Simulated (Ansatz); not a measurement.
**C3H11NO3Ti: geometry relaxation (part 3 of 3)**

Continued. System: C3H11NO3Ti. Method: RKS PBE-D4/def2-SVP (Ansatz 0.2.0). The geometry: force-field start.

Geometry of the input (Å):
```
C  -2.0093  -0.2109  0.5955
C  -1.2490  -0.4515  -0.6725
N  0.0854  -0.8367  -0.3192
C  0.9638  -1.1530  -1.5068
Ti 1.0285  0.7836  0.5459
O  0.2862  2.4704  -0.1802
O  2.9862  0.7370  0.2144
O  0.7708  0.7648  2.5002
H  -1.6247  0.7134  1.1764
H  -3.1019  0.0795  0.3271
H  -2.0726  -1.0578  1.2665
H  -1.2099  0.4717  -1.2905
H  -1.7900  -1.2455  -1.2480
H  1.8846  -1.4639  -1.1843
H  0.9736  -0.2899  -2.1607
H  0.4262  -1.9721  -2.0364
H  -0.1928  2.8954  0.5751
H  3.2712  -0.0288  0.7410
H  0.5317  -0.2102  2.7130
```

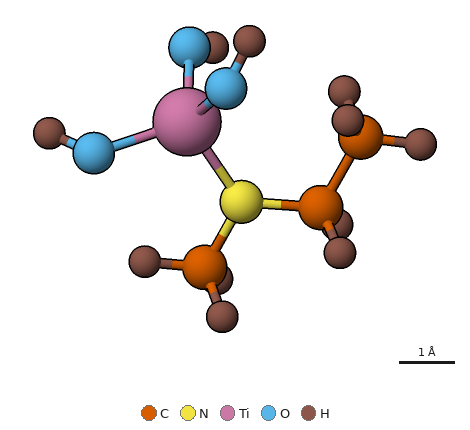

The geometry at step 26 of the log (ball-and-stick view, seen at a tilt).

## Trajectory as extended XYZ, continued
```
19
Properties=species:S:1:pos:R:3:forces:R:3 step=20 energy=-34012.89128
C    -2.0860    0.2390    0.3487   -0.0042   0.0034  -0.0004
C    -1.2908   -0.4947   -0.7290    0.0033  -0.0077  -0.0036
N     0.1513   -0.3953   -0.5693   -0.0081  -0.0009   0.0025
C     0.8843   -1.2054   -1.5247    0.0010  -0.0001   0.0009
Ti    1.0607    0.7440    0.6523    0.0016   0.0097  -0.0110
O     0.3209    2.4149    0.6622   -0.1176   0.1322   0.2608
O     2.8021    0.7934    0.1395    0.0006  -0.0045   0.0070
O     0.9311    0.0486    2.3222   -0.0101  -0.0216   0.0188
H    -1.8596    1.3232    0.3345   -0.0024  -0.0032  -0.0005
H    -3.1742    0.1025    0.1917   -0.0023   0.0008  -0.0015
H    -1.8356   -0.1455    1.3602    0.0032   0.0027  -0.0044
H    -1.5909   -0.1125   -1.7384   -0.0003  -0.0032   0.0056
H    -1.5795   -1.5771   -0.7284   -0.0005   0.0044   0.0005
H     1.9740   -1.0550   -1.4015   -0.0007   0.0010   0.0007
H     0.6198   -0.9402   -2.5777    0.0006  -0.0012  -0.0020
H     0.6612   -2.2940   -1.4021    0.0003  -0.0015   0.0005
H    -0.0846    2.8312    1.4502    0.1253  -0.1337  -0.2538
H     3.5614    0.4926    0.6682    0.0000   0.0058  -0.0068
H     0.4923   -0.7742    2.5978    0.0104   0.0175  -0.0134
19
Properties=species:S:1:pos:R:3:forces:R:3 step=21 energy=-34012.85019 accepted=F
C    -2.0927    0.2548    0.3345    0.1885  -0.1781   0.0751
C    -1.3075   -0.5269   -0.7211    0.0048   0.3404   0.0302
N     0.1339   -0.4148   -0.5572   -0.1007   0.1256  -0.1171
C     0.8766   -1.2137   -1.5167    0.0294  -0.0098   0.0029
Ti    1.0687    0.7662    0.6254    0.1831  -0.0989   0.2730
O     0.4321    2.4822    0.7618    0.4481  -0.4944  -0.7068
O     2.8156    0.8030    0.1384   -0.1142  -0.0142  -0.0909
O     0.9529    0.0320    2.2850   -0.0535   0.1308  -0.0636
H    -1.7950    1.3246    0.3440   -0.1013  -0.0278  -0.1460
H    -3.1871    0.1694    0.1675    0.1110   0.0518   0.0535
H    -1.8457   -0.1482    1.3366   -0.1364  -0.0064   0.1463
H    -1.6120   -0.1616   -1.7300    0.0328   0.0111  -0.1759
H    -1.6088   -1.6020   -0.7019    0.0039  -0.0810   0.0707
H     1.9614   -1.0363   -1.3896    0.0357  -0.0524  -0.0232
H     0.6129   -0.9561   -2.5734   -0.0182   0.0150   0.0531
H     0.6774   -2.3091   -1.3973    0.0076   0.0574   0.0273
H    -0.1835    2.7615    1.4388   -0.5257   0.2780   0.6050
H     3.5848    0.5452    0.6746   -0.0137   0.0035   0.0194
H     0.4739   -0.7746    2.5372    0.0190  -0.0506  -0.0329
19
Properties=species:S:1:pos:R:3:forces:R:3 step=22 energy=-34012.89121 accepted=F
C    -2.0874    0.2461    0.3462    0.0467  -0.0318   0.0038
C    -1.2941   -0.4978   -0.7268    0.0112   0.0542   0.0132
N     0.1477   -0.3951   -0.5663   -0.0278   0.0203  -0.0093
C     0.8821   -1.2066   -1.5202    0.0031   0.0009  -0.0041
Ti    1.0688    0.7497    0.6473    0.0498  -0.0083   0.0334
O     0.3694    2.4387    0.6917   -0.0567  -0.0439   0.0263
O     2.8095    0.7885    0.1353   -0.0277  -0.0050  -0.0155
O     0.9353    0.0448    2.3141   -0.0138   0.0258  -0.0060
H    -1.8495    1.3280    0.3311   -0.0186   0.0096  -0.0259
H    -3.1768    0.1180    0.1893    0.0122   0.0129   0.0089
H    -1.8353   -0.1377    1.3569   -0.0204  -0.0013   0.0225
H    -1.5955   -0.1218   -1.7369    0.0018   0.0043  -0.0292
H    -1.5851   -1.5787   -0.7197    0.0003  -0.0186   0.0120
H     1.9711   -1.0525   -1.3965    0.0062  -0.0078  -0.0023
H     0.6186   -0.9452   -2.5748   -0.0030   0.0021   0.0105
H     0.6620   -2.2960   -1.3958    0.0007   0.0096   0.0073
H    -0.1508    2.7878    1.4372    0.0301  -0.0079  -0.0387
H     3.5735    0.5054    0.6664    0.0045   0.0037   0.0027
H     0.4944   -0.7799    2.5781    0.0015  -0.0188  -0.0096
19
Properties=species:S:1:pos:R:3:forces:R:3 step=23 energy=-34012.89229
C    -2.0987    0.2494    0.3399    0.0399   0.0107   0.0079
C    -1.2904   -0.4925   -0.7232   -0.0191   0.0030   0.0042
N     0.1517   -0.3890   -0.5657    0.0009   0.0191   0.0208
C     0.8810   -1.2057   -1.5191    0.0039   0.0082   0.0176
Ti    1.0792    0.7419    0.6531   -0.1349   0.0134   0.0107
O     0.3387    2.4130    0.6835    0.0441  -0.0469  -0.0172
O     2.8165    0.7917    0.1351    0.0574  -0.0114   0.0034
O     0.9410    0.0346    2.3189    0.0178   0.0116  -0.0152
H    -1.8827    1.3354    0.3155    0.0138   0.0038  -0.0081
H    -3.1843    0.1030    0.1746   -0.0012  -0.0054  -0.0012
H    -1.8545   -0.1199    1.3583    0.0070  -0.0014  -0.0003
H    -1.5908   -0.1253   -1.7375    0.0051  -0.0017  -0.0101
H    -1.5757   -1.5753   -0.7086   -0.0032  -0.0124  -0.0071
H     1.9712   -1.0548   -1.4002    0.0026  -0.0037  -0.0035
H     0.6129   -0.9477   -2.5730   -0.0002   0.0031  -0.0003
H     0.6577   -2.2933   -1.3883    0.0029  -0.0056  -0.0010
H    -0.1066    2.8025    1.4547   -0.0176   0.0080   0.0227
H     3.5884    0.5216    0.6624   -0.0156   0.0113  -0.0183
H     0.5033   -0.7943    2.5762   -0.0037  -0.0035  -0.0052
19
Properties=species:S:1:pos:R:3:forces:R:3 step=25 energy=-34012.89317
C    -2.0932    0.2518    0.3401    0.0075  -0.0021  -0.0069
C    -1.2928   -0.4944   -0.7255   -0.0018   0.0100   0.0121
N     0.1486   -0.3917   -0.5651    0.0011  -0.0004  -0.0044
C     0.8816   -1.2067   -1.5167    0.0025  -0.0060  -0.0064
Ti    1.0724    0.7416    0.6522   -0.0353   0.0113   0.0028
O     0.3406    2.4148    0.6879    0.0073  -0.0097   0.0015
O     2.8101    0.7908    0.1321    0.0131  -0.0020  -0.0073
O     0.9412    0.0339    2.3176   -0.0075  -0.0171   0.0124
H    -1.8712    1.3365    0.3125    0.0043   0.0026  -0.0054
H    -3.1802    0.1095    0.1801   -0.0007   0.0026   0.0049
H    -1.8449   -0.1180    1.3573    0.0035  -0.0004   0.0008
H    -1.5916   -0.1260   -1.7399    0.0000  -0.0008  -0.0049
H    -1.5804   -1.5767   -0.7113   -0.0032  -0.0048  -0.0010
H     1.9714   -1.0554   -1.3957    0.0008   0.0002   0.0023
H     0.6162   -0.9480   -2.5713    0.0000   0.0003   0.0039
H     0.6593   -2.2950   -1.3879    0.0009  -0.0001   0.0012
H    -0.1151    2.7982    1.4567   -0.0060   0.0018   0.0026
H     3.5824    0.5267    0.6610    0.0049   0.0033  -0.0017
H     0.5035   -0.7962    2.5723    0.0084   0.0112  -0.0065
19
Properties=species:S:1:pos:R:3:forces:R:3 step=26 energy=-34012.89326
C    -2.0909    0.2561    0.3393    0.0000   0.0052  -0.0078
C    -1.2933   -0.4933   -0.7259   -0.0017   0.0045   0.0014
N     0.1481   -0.3921   -0.5655    0.0016  -0.0088  -0.0036
C     0.8821   -1.2084   -1.5153   -0.0040  -0.0032  -0.0020
Ti    1.0710    0.7388    0.6549   -0.0159  -0.0067   0.0145
O     0.3400    2.4110    0.6953    0.0067   0.0136  -0.0090
O     2.8073    0.7861    0.1349    0.0138   0.0084  -0.0318
O     0.9384    0.0282    2.3188   -0.0081  -0.0118   0.0145
H    -1.8637    1.3399    0.3099   -0.0009  -0.0021  -0.0022
H    -3.1788    0.1191    0.1807    0.0013  -0.0006   0.0012
H    -1.8435   -0.1139    1.3565    0.0051   0.0010   0.0034
H    -1.5919   -0.1255   -1.7408    0.0008  -0.0006  -0.0015
H    -1.5836   -1.5751   -0.7107    0.0016  -0.0018   0.0011
H     1.9716   -1.0559   -1.3932    0.0016  -0.0010   0.0009
H     0.6175   -0.9516   -2.5705   -0.0006   0.0017   0.0030
H     0.6607   -2.2966   -1.3851   -0.0001   0.0004   0.0019
H    -0.1353    2.7941    1.4520   -0.0029  -0.0026   0.0096
H     3.5958    0.5391    0.6470   -0.0017   0.0013   0.0132
H     0.5065   -0.8046    2.5739    0.0035   0.0032  -0.0069
19
Properties=species:S:1:pos:R:3:forces:R:3 step=27 energy=-34012.89376
C    -2.0894    0.2641    0.3348   -0.0051  -0.0002  -0.0111
C    -1.2943   -0.4941   -0.7260    0.0029   0.0092   0.0147
N     0.1468   -0.3930   -0.5647    0.0041  -0.0037  -0.0121
C     0.8813   -1.2120   -1.5118   -0.0026  -0.0022  -0.0061
Ti    1.0709    0.7381    0.6547   -0.0039   0.0042   0.0008
O     0.3434    2.4118    0.7071   -0.0027   0.0059  -0.0002
O     2.8058    0.7929    0.1280    0.0201  -0.0062  -0.0039
O     0.9408    0.0192    2.3157    0.0035   0.0039   0.0119
H    -1.8638    1.3478    0.2946   -0.0020  -0.0017  -0.0030
H    -3.1777    0.1237    0.1816    0.0013   0.0011   0.0041
H    -1.8366   -0.0960    1.3544    0.0000  -0.0001   0.0012
H    -1.5921   -0.1329   -1.7434    0.0001   0.0003  -0.0023
H    -1.5852   -1.5756   -0.7035   -0.0026  -0.0017   0.0022
H     1.9709   -1.0607   -1.3887    0.0017   0.0002   0.0007
H     0.6182   -0.9564   -2.5677    0.0018  -0.0020   0.0043
H     0.6584   -2.2998   -1.3797   -0.0002   0.0021   0.0011
H    -0.1448    2.7798    1.4634   -0.0007  -0.0041   0.0010
H     3.5934    0.5568    0.6475   -0.0128   0.0057  -0.0030
H     0.5122   -0.8182    2.5600   -0.0028  -0.0107  -0.0002
19
Properties=species:S:1:pos:R:3:forces:R:3 step=29 energy=-34012.89442
C    -2.0902    0.2919    0.3185    0.0008   0.0016  -0.0015
C    -1.2963   -0.4931   -0.7238   -0.0078   0.0062   0.0070
N     0.1445   -0.3905   -0.5651    0.0016  -0.0010  -0.0056
C     0.8790   -1.2204   -1.5027   -0.0003   0.0002  -0.0040
Ti    1.0754    0.7334    0.6557    0.0087   0.0050  -0.0052
O     0.3450    2.4041    0.7441   -0.0299   0.0196   0.0446
O     2.8061    0.8008    0.1147    0.0285  -0.0130   0.0256
O     0.9570   -0.0087    2.3091   -0.0055  -0.0112   0.0035
H    -1.8715    1.3755    0.2451   -0.0038  -0.0120   0.0003
H    -3.1785    0.1401    0.1769    0.0019   0.0006   0.0008
H    -1.8288   -0.0374    1.3470   -0.0035   0.0034  -0.0084
H    -1.5937   -0.1556   -1.7497    0.0017  -0.0021   0.0039
H    -1.5899   -1.5733   -0.6758    0.0010   0.0043   0.0019
H     1.9688   -1.0701   -1.3789    0.0013  -0.0002  -0.0007
H     0.6185   -0.9745   -2.5615    0.0009  -0.0021   0.0036
H     0.6538   -2.3064   -1.3600    0.0004   0.0024   0.0004
H    -0.1855    2.7304    1.4926    0.0304  -0.0207  -0.0431
H     3.6011    0.6106    0.6427   -0.0315   0.0105  -0.0233
H     0.5434   -0.8613    2.5277    0.0049   0.0084   0.0002
19
Properties=species:S:1:pos:R:3:forces:R:3 step=30 energy=-34012.89460
C    -2.0931    0.3043    0.3093    0.0108   0.0079   0.0026
C    -1.2974   -0.4922   -0.7223   -0.0064  -0.0147  -0.0128
N     0.1437   -0.3870   -0.5669   -0.0080   0.0047   0.0083
C     0.8784   -1.2226   -1.4995   -0.0029   0.0037   0.0054
Ti    1.0776    0.7305    0.6574    0.0187  -0.0143   0.0083
O     0.3474    2.3999    0.7645   -0.0232   0.0157   0.0287
O     2.8063    0.7988    0.1117    0.0245  -0.0045   0.0163
O     0.9636   -0.0234    2.3067   -0.0058   0.0037  -0.0103
H    -1.8786    1.3873    0.2204   -0.0033  -0.0045   0.0036
H    -3.1810    0.1465    0.1711    0.0014  -0.0006  -0.0031
H    -1.8302   -0.0096    1.3422   -0.0004   0.0013  -0.0050
H    -1.5956   -0.1687   -1.7526    0.0019  -0.0017   0.0086
H    -1.5903   -1.5722   -0.6604    0.0036   0.0069  -0.0004
H     1.9681   -1.0696   -1.3779   -0.0010  -0.0007  -0.0013
H     0.6161   -0.9850   -2.5596   -0.0004   0.0011  -0.0018
H     0.6552   -2.3078   -1.3486   -0.0001  -0.0003   0.0003
H    -0.2000    2.7103    1.5072    0.0228  -0.0146  -0.0296
H     3.6109    0.6364    0.6340   -0.0330   0.0089  -0.0169
H     0.5569   -0.8804    2.5198    0.0008   0.0019  -0.0008
19
Properties=species:S:1:pos:R:3:forces:R:3 step=31 energy=-34012.89469
C    -2.0926    0.3119    0.3047   -0.0060  -0.0034   0.0026
C    -1.2983   -0.4930   -0.7213    0.0053   0.0019  -0.0044
N     0.1428   -0.3861   -0.5672   -0.0024  -0.0033  -0.0002
C     0.8771   -1.2239   -1.4982   -0.0003   0.0027   0.0074
Ti    1.0803    0.7276    0.6576   -0.0062  -0.0062   0.0063
O     0.3465    2.3949    0.7730   -0.0021   0.0078   0.0110
O     2.8078    0.8008    0.1098    0.0212  -0.0058   0.0107
O     0.9657   -0.0306    2.3049    0.0014   0.0025  -0.0083
H    -1.8791    1.3944    0.2084    0.0019  -0.0053  -0.0019
H    -3.1803    0.1524    0.1675   -0.0024   0.0008   0.0012
H    -1.8297    0.0052    1.3397    0.0000   0.0006  -0.0040
H    -1.5967   -0.1769   -1.7538    0.0021  -0.0025   0.0077
H    -1.5910   -1.5726   -0.6512    0.0019   0.0081   0.0001
H     1.9669   -1.0696   -1.3789    0.0000  -0.0009  -0.0006
H     0.6130   -0.9899   -2.5586   -0.0006   0.0019  -0.0029
H     0.6553   -2.3088   -1.3434    0.0007  -0.0013  -0.0009
H    -0.2061    2.6955    1.5153    0.0083  -0.0057  -0.0107
H     3.6143    0.6541    0.6335   -0.0214   0.0069  -0.0124
H     0.5620   -0.8898    2.5148   -0.0013   0.0014  -0.0006
```

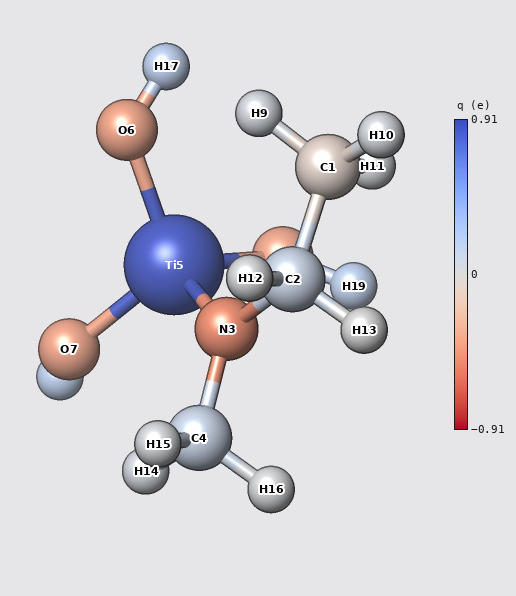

Mulliken charges, as the colour of each atom (ball-and-stick view, seen at a tilt; atoms are numbered from 1 in the order of the input; Mulliken charges depend strongly on the basis). By element: C −0.07 to +0.10, N −0.50, Ti +0.87, O −0.41 and H 0.00 to +0.19 e.

## Results in brief

```json
{"quantity": "outcome", "value": "converged"}
{"quantity": "total energy", "value": "−34012.8948 eV"}
{"quantity": "mean-field energy", "value": "−34012.4074 eV"}
{"quantity": "dispersion energy", "value": "−0.4874 eV"}
{"quantity": "SCF solution under orbital rotations", "value": "stable"}
{"quantity": "largest force (length of the vector) at the end", "value": "0.026 eV/Å"}
{"quantity": "dipole moment", "value": "2.37 D"}
{"quantity": "wall time", "value": "34 s (CPU time 72 s)"}
{"quantity": "peak memory", "value": "0.86 GiB"}
```
